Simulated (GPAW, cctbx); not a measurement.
## Cd3Cu: deformation density and structure factors from DFT

Aim: compute the bonding part of the density of Cd3Cu, find which reflections carry it, and see how it biases an ordinary refinement.

The cell comes from substitution in a known structure type and wasn't matched to any measured phase. All numbers below are calculated.

### 1. Relax the structure

The density hangs on the geometry, so cell and atoms are relaxed first, with the symmetry held. The cutoff is set higher than for the density because stress converges slowly with plane waves.

Settings: GPAW 26.7.0, PBE, 570 eV, 5×5×5 k-points, Fermi–Dirac width 0.1 eV, BFGS to 0.03 eV/Å.

```text
cell
1.0
     0.000000000    3.357500000    3.357500000
     3.357500000    0.000000000    3.357500000
     3.357500000    3.357500000    0.000000000
Cd Cu
3 1
Direct
0.500000000 0.500000000 0.500000000
0.750000000 0.750000000 0.750000000
0.250000000 0.250000000 0.250000000
0.000000000 0.000000000 0.000000000
```

```console
$ OMP_NUM_THREADS=1 mpirun -n 4 gpaw python run.py > gpaw.log
```

```text
BFGS:    0       -6.038993        0.056363
BFGS:    1       -6.039119        0.051712
BFGS:    2       -6.039581        0.000552
cell  4.7367 4.7367 4.7367  60.00 60.00 60.00
volume 75.145 A^3, largest force 0.000 eV/A, largest stress 0.00 GPa
```

After 2 steps the volume has changed by -0.7 % and the energy by -0.001 eV; the largest stress left is 0.00 GPa. It took 15 s on 4 cores of Intel(R) Xeon(R) Platinum 8488C (Sapphire Rapids) (shared host), peak memory 0.76 GiB.

Relaxed structure: Fm-3m (no. 225), a = 6.6986 Å, b = 6.6986 Å, c = 6.6986 Å, α = 90.00°, β = 90.00°, γ = 90.00°.

```
atom  mult.    x    y    z
 Cd1      4  1/2    0    0
 Cd2      8  1/4  1/4  3/4
 Cu1      4    0    0    0
```

### 2. Density and charge transfer

X-rays see the whole electron density, so the PAW density is rebuilt with its core regions. Subtracting spherical free atoms from the same code cancels the cores and leaves the deformation density Δρ, the part due to bonding.

Settings: PBE, 450 eV, 6×6×6 k-points, Fermi–Dirac width 0.1 eV; primitive cell of 4 atoms.

```console
$ OMP_NUM_THREADS=1 mpirun -n 4 gpaw python run.py > gpaw.log
```

```text
|iter:   1|       0s |   -6.674024 | -0.44 |       |
|iter:   2|       0s |   -6.373487 | -2.16 | -1.23 |
|iter:   3|       1s |   -5.996507 | -2.05 | -1.31 |
...
|iter:   7|       2s |   -5.913097c| -5.76 | -3.40 |
|iter:   8|       3s |   -5.913108c| -6.62 | -3.83 |
|iter:   9|       3s |   -5.913113c| -7.76c| -4.26c|
```

```text
grid (48, 48, 48)  electrons 173.000  moved by bonding 0.810 e
deformation density beyond 0.5 A of the nuclei: max 0.027, min -0.106 e/A^3
atom        x       y       z   Voronoi charge  moment
Cd1    0.5000  0.5000  0.5000      0.043       0.00
Cd2    0.7500  0.7500  0.7500      0.048       0.00
Cd3    0.2500  0.2500  0.2500      0.048       0.00
Cu4    0.0000  0.0000  0.0000     -0.138       0.00
mean inner potential of superposed free atoms 20.614 V
total magnetic moment 0.000 muB
```

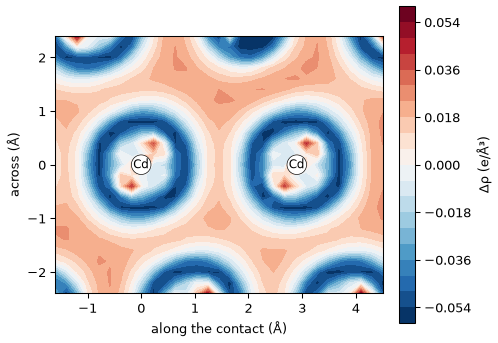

Deformation density in a plane through the shortest contact of the Cd atom at the origin; red gains electrons, blue loses them.

Cu gains most (-0.14 e) and Cd loses most (+0.05 e), in averages over each element's sites, as electronegativity suggests. Along the shortest contact from the Cd atom at the map's origin, Cd–Cd at 2.90 Å, Δρ is +0.01 e/Å³ at the midpoint: little piles up between the atoms, as is usual in a metallic crystal, which this run finds. At the midpoints of other shortest contacts it is +0.02 (Cd–Cu, 2.90 Å) e/Å³. Point values carry grid noise of about 0.01 e/Å³. The run needed 9 iterations, 9.8 s.

### 3. From the density to structure factors

The Fourier components of Δρ, added to those of the free atoms, give the static X-ray structure factors; the Mott–Bethe relation turns them into the Fourier components V of the potential that fast electrons feel.

```text
static structure factors of the conventional cell: F in electrons, V (Mott-Bethe) in volts
   h  k  l      d  |F| table  |F| free   |F| DFT   change   |V| free  |V| DFT  change %
   1  1  1  3.8674    68.192    68.560    68.344   -0.216     1.697    1.746      2.9
   0  2  0  3.3493    66.317    66.697    66.591   -0.106     1.591    1.610      1.1
   0  2  2  2.3683   551.753   550.521   548.754   -1.767    12.101   12.252      1.2
   1  3  1  2.0197    57.428    57.855    58.204    0.348     1.129    1.107     -1.9
   2  2  2  1.9337    56.544    56.965    57.401    0.436     1.085    1.061     -2.3
   0  4  0  1.6747   479.613   478.479   478.343   -0.135     9.131    9.137      0.1
   1  3  3  1.5368    51.856    52.157    52.544    0.387     0.859    0.845     -1.6
   0  4  2  1.4979    51.343    51.625    51.995    0.370     0.834    0.821     -1.5
   2  4  2  1.3673   430.340   429.838   430.343    0.505     7.474    7.460     -0.2
   3  3  3  1.2891    48.438    48.630    48.863    0.233     0.694    0.688     -0.9
   1  5  1  1.2891    48.438    48.630    48.868    0.238     0.694    0.688     -0.9
   0  4  4  1.1842   393.998   394.052   394.522    0.470     6.371    6.361     -0.2
   1  5  3  1.1323    46.140    46.305    46.453    0.147     0.581    0.578     -0.5
   2  4  4  1.1164    45.908    46.073    46.205    0.132     0.569    0.566     -0.4
```

The largest X-ray change is -1.77 e on 022, 0.3 % of |F|. For electrons V goes as (Z − F)/g², so a change of F counts against Z − F, which is small at low angle and wherever the atoms' terms cancel: |V| of 111 moves by +2.9 % (1.70 to 1.75 V) against -0.3 % in |F|. The tabulated Hartree–Fock atoms differ from the free DFT atoms by up to 1.23 e, so the choice of reference atom matters too.

### 4. The functional ladder

The same geometry is run with other functionals, to see whether the bonding signal is larger than the spread between approximations. Free atoms are LDA for LDA and PBE otherwise. Any other changed setting is in the row's label.

```csv
run,ΔF 022 (e),ΔF 242 (e),ΔF 044 (e),q(Cu) (e),moved (e),time
PBE,-1.767,+0.505,+0.470,-0.138,0.810,9.8 s
LDA,-1.765,+0.424,+0.433,-0.131,0.786,9.5 s
RPBE,-1.693,+0.581,+0.490,-0.139,0.829,9.9 s
```

At the base's settings ΔF(022) spans -1.767 to -1.693 e, a spread of 4 % of the PBE value; over the three listed reflections the spread is at most 31 %, so the sign holds and the size hangs on the functional. Times are from shared hosts.

### 5. What a spherical-atom refinement makes of it

Routine crystallography fits spherical atoms. To see the bias, intensities are simulated from tabulated atoms plus the DFT change ΔF, so that bonding alone can misfit (2564 reflections of the full sphere, merged to the counts below, to 0.5 Å, 1 % proportional noise plus counting noise, assumed isotropic U as listed, Δρ smeared by the mean U) and refined with cctbx over different ranges.

```
                    range  data      R1  GooF  U Cd1 (true 0.0081)  U Cd2 (true 0.0081)  U Cu1 (true 0.0097)  largest shift (Å)  Δρ max, min (e/Å³)
                 all data    93  0.0027  0.94               0.0081               0.0081               0.0097             0.0000         0.18, -0.17
 low resolution, d > 0.84    25  0.0027  1.09               0.0082               0.0082               0.0099             0.0000         0.11, -0.08
     high order, d < 0.75    59  0.0025  0.82               0.0080               0.0080               0.0096             0.0000         0.09, -0.14
occupancies free, d > 0.7    40  0.0024  0.98               0.0082               0.0082               0.0098             0.0000         0.15, -0.08
```

With all data GooF is 0.94, so at this noise the bonding hardly shows; the top residual peak, near noise level, lies 0.46 Å from Cd and 2.44 Å from Cd. No U is off by more than 3 s.u. at low resolution. Symmetry fixes every coordinate, so the shifts are zero by construction. With Cd1 held at 1 and the scale free, the other occupancies refine to Cd2 1.001(0.001) and Cu1 1.000(0.002), within three s.u. of full.

### 6. Answer

Bonding moves 0.81 e in the primitive cell of Cd3Cu and changes the structure factors of the conventional cell in the table above by at most 1.77 e (022, 0.3 %), and among reflections above 2 % of the strongest by up to 0.8 % (222). The shortest bond, Cd–Cd, has Δρ = +0.01 e/Å³ at its midpoint, with no localised bond charge. At the base's settings ΔF(022) spans -1.767 to -1.693 e, a spread of 4 % of the PBE value; over the three listed reflections the spread is at most 31 %, so the sign holds and the size hangs on the functional. With all data GooF is 0.94, so at this noise the bonding hardly shows. Limits: static density, frozen cores, no spin–orbit coupling.

[Outputs are excerpts: Python notices, other lines and further rows are left out; steps that failed or that the build refused (PBEsol, TPSS) are not shown.]

[Logs are printed without paths, hosts, clocks, repeated set-up lines and the standing remarks that a program may print on its own settings, such as how far it seeks lower states.]
